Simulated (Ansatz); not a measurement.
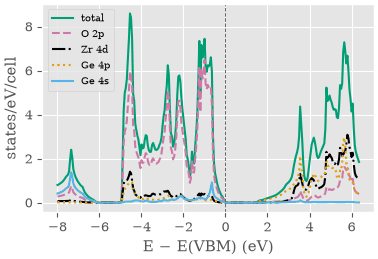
Total and projected density of states of ZrGeO3 in space group P4mm (No. 99; Zr on 1b, Ge on 1a, O on 2c, O on 1b), PBEsol (plane waves, PAW; program Ansatz)

Which orbitals carry the states next to the gap?

Top 1 eV of the valence band: O 2p 81 %, Ge 4s 9 %. Bottom 1 eV of the conduction band: Ge 4p 73 %, O 2p 12 %, O 2s 8 %. Projections are on Löwdin-orthogonalised atomic valence shells; empty p or d shells of many metals are not among them.

Where is the tallest occupied peak in this window, and what makes it?

Near -4.5 eV, about 8.6 states/eV per cell; the largest projected share is O 2p.

The start of the workflow was typed in or built on a structure type; neither database checked (COD, Materials Project) lists it. Whether it is the stable phase at ambient conditions was not checked. The cell was relaxed with PBEsol under the symmetry of its start. At this level the phase is dynamically unstable (imaginary phonons). No spin polarisation was allowed. Spin–orbit coupling is left out wherever it is not named.

Potentials: the earlier of the program's two PAW sets. The files were generated under PBE; for other functionals the program regenerates the frozen cores, and for LDA and PBEsol the local potential too.
